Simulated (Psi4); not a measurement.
# SnH4S (Sn(SH)H3): r2SCAN/def2-QZVPP (density fitting, core potential, sweep point 6)

What is the vertical singlet–triplet gap of SnH4S (Sn(SH)H3) at r2SCAN/def2-QZVPP (density fitting, core potential, sweep point 6)? 

The calculation is run with Psi4 1.11.

### 1 The structure to begin with

The species is SnH4S (6 atoms), meant as a singlet with charge 0. SMILES: `[H][Sn]([H])([H])[SH]`. Geometry: a GFN2-xTB relaxation, a rough one for these elements and not checked as a minimum.

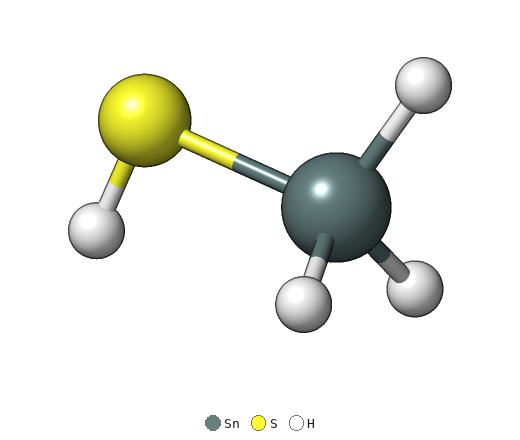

The structure, seen from a chosen angle (tin teal, sulfur yellow, hydrogen white).

### 2 A single-point energy at r2SCAN/def2-QZVPP (density fitting, core potential, sweep point 6)

File run.py:

```python
import psi4

psi4.set_memory('1600 MB')
psi4.set_num_threads(1)
psi4.set_output_file('run.log', False)

m = psi4.geometry("""
Sn     0.200320    -0.012540    -0.547580
S      0.253630     0.008640     1.840730
H     -1.059420     0.065470     1.998090
H      1.781600    -0.013620    -1.062170
H     -0.593590     1.340570    -1.129870
H     -0.582540    -1.388520    -1.099190
units angstrom
symmetry c1
""")

psi4.set_options(dict(basis='def2-QZVPP', reference='rks', puream=True, scf_type='df', dft_radial_points=99, dft_spherical_points=590))

e_tot, wfn = psi4.energy("r2scan", return_wfn=True)
print(f'r2scan energy: {e_tot:.10f} Eh')
```

On the command line:

```console
$ python run.py
```

run.log:

```text
[...]
    !!!  WARNING: ECP capability is in beta. Please check occupations closely.  !!!
[...]
  Running in c1 symmetry.
[...]
  Nuclear repulsion =  117.999332221613912
[...]
  Multiplicity = 1
[...]
  Nalpha       = 21
  Nbeta        = 21
[...]
    Number of basis functions: 272
[...]
   @DF-RKS iter   1:  -614.58615154666654   -8.74922e-01   3.43692e-03 ADIIS/DIIS
[...]
   @DF-RKS iter   9:  -614.97467665328327   -4.63708e-08   1.69290e-07 DIIS
[...]
    Orbital Energies [Eh]
    ---------------------
    Doubly Occupied:
       1A    -88.527093     2A     -7.845398     3A     -5.790021
       4A     -5.787647     5A     -5.782369     6A     -5.047925
       7A     -3.388848     8A     -3.386392     9A     -3.385951
      10A     -0.980049    11A     -0.978906    12A     -0.978274
      13A     -0.973341    14A     -0.973125    15A     -0.686072
      16A     -0.496415    17A     -0.382535    18A     -0.318992
      19A     -0.315267    20A     -0.292658    21A     -0.234129
[...]
  @DF-RKS Final Energy:  -614.97467665328327
   => Energetics <=
    Nuclear Repulsion Energy =            117.9993322216139120
    One-Electron Energy =               -1164.2053883184773895
    Two-Electron Energy =                 476.5380692530267197
    DFT Exchange-Correlation Energy =     -45.3066898094464960
    Empirical Dispersion Energy =           0.0000000000000000
    VV10 Nonlocal Energy =                  0.0000000000000000
    Total Energy =                       -614.9746766532832680
[...]
 Multipole Moments:
 ------------------------------------------------------------------------------------
     Multipole            Electronic (a.u.)      Nuclear  (a.u.)        Total (a.u.)
 ------------------------------------------------------------------------------------
 L = 1.  Multiply by 2.5417464519 to convert [e a0] to [Debye]
 Dipole X            :          0.7121543           -0.9838594           -0.2717051
 Dipole Y            :         -0.3579476            0.3700794            0.0121318
 Dipole Z            :        -35.0440041           34.5741489           -0.4698552
 Magnitude           :                                                    0.5428948
[...]
```

The script printed:

```text
r2scan energy: -614.9746766533 Eh
```

Wall time 79 s (1 thread of Intel Xeon Platinum 8488C (Sapphire Rapids), shared host); peak memory 1.3 GiB.

### 3 The triplet, same level

File calc.py:

```python
import psi4

psi4.set_memory(1600000000)
psi4.set_num_threads(1)
psi4.core.set_output_file('run.log', False)

molecule = psi4.geometry("""
0 3
Sn     0.200320    -0.012540    -0.547580
S      0.253630     0.008640     1.840730
H     -1.059420     0.065470     1.998090
H      1.781600    -0.013620    -1.062170
H     -0.593590     1.340570    -1.129870
H     -0.582540    -1.388520    -1.099190
symmetry c1
""")

psi4.set_options({
    'basis': 'def2-QZVPP',
    'reference': 'uks',
    'puream': True,
    'scf_type': 'df',
    'dft_radial_points': 99,
    'dft_spherical_points': 590,
    'maxiter': 150,
})

energy_value = psi4.energy('r2scan')
print(f'r2scan energy: {energy_value:.10f} Eh')
```

On the command line:

```console
$ python calc.py
```

run.log:

```text
[...]
    !!!  WARNING: ECP capability is in beta. Please check occupations closely.  !!!
[...]
  Running in c1 symmetry.
[...]
  Nuclear repulsion =  117.999332221613912
[...]
  Multiplicity = 3
[...]
  Nalpha       = 22
  Nbeta        = 20
[...]
    Number of basis functions: 272
[...]
   @DF-UKS iter   1:  -614.31223153079770   -6.01002e-01   3.65328e-03 ADIIS/DIIS
[...]
   @DF-UKS iter  13:  -614.79435395713278   -1.19113e-07   2.92750e-07 DIIS
[...]
   @S^2 Observed:                2.010218231E+00
[...]
    Orbital Energies [Eh]
    ---------------------
    Alpha Occupied:
       1A    -88.608241     2A     -7.924142     3A     -5.874328
       4A     -5.866226     5A     -5.862422     6A     -5.023568
       7A     -3.364836     8A     -3.362475     9A     -3.360622
      10A     -0.958453    11A     -0.957702    12A     -0.955326
      13A     -0.950629    14A     -0.949957    15A     -0.765579
      16A     -0.502537    17A     -0.436899    18A     -0.358444
      19A     -0.337556    20A     -0.306819    21A     -0.306679
      22A     -0.080150
    Alpha Virtual:
      23A     -0.043184    24A      0.003835    25A      0.005601
[...]
  @DF-UKS Final Energy:  -614.79435395713278
   => Energetics <=
    Nuclear Repulsion Energy =            117.9993322216139120
    One-Electron Energy =               -1163.3761349471001267
    Two-Electron Energy =                 475.8457187629487635
    DFT Exchange-Correlation Energy =     -45.2632699945953618
    Empirical Dispersion Energy =           0.0000000000000000
    VV10 Nonlocal Energy =                  0.0000000000000000
    Total Energy =                       -614.7943539571327847
[...]
 Multipole Moments:
 ------------------------------------------------------------------------------------
     Multipole            Electronic (a.u.)      Nuclear  (a.u.)        Total (a.u.)
 ------------------------------------------------------------------------------------
 L = 1.  Multiply by 2.5417464519 to convert [e a0] to [Debye]
 Dipole X            :          0.7017559           -0.9838594           -0.2821035
 Dipole Y            :         -0.3547437            0.3700794            0.0153357
 Dipole Z            :        -33.6498853           34.5741489            0.9242636
 Magnitude           :                                                    0.9664785
[...]
```

Standard output:

```text
r2scan energy: -614.7943539571 Eh
```

Run time: 2.8 min. Hardware: 1 thread of Intel Xeon Platinum 8488C (Sapphire Rapids), shared host; peak memory 1.3 GiB.

### 4 Summary of results

Level: r2SCAN/def2-QZVPP (density fitting, core potential, sweep point 6).

```
                                        quantity          value
                           singlet: total energy  -614.97468 Eh
                          singlet: dipole moment         1.38 D
                            singlet: HOMO energy       -6.37 eV
                            singlet: LUMO energy       -1.09 eV
                          singlet: HOMO–LUMO gap        5.28 eV
                           triplet: total energy  -614.79435 Eh
                          triplet: dipole moment         2.46 D
     triplet: HOMO energy (highest over α and β)       -2.18 eV
                                   triplet: ⟨S²⟩          2.010
vertical energy of the triplet above the singlet       4.907 eV
```

What this shows: At this shape the triplet lies 4.91 eV (113 kcal/mol) above the singlet.
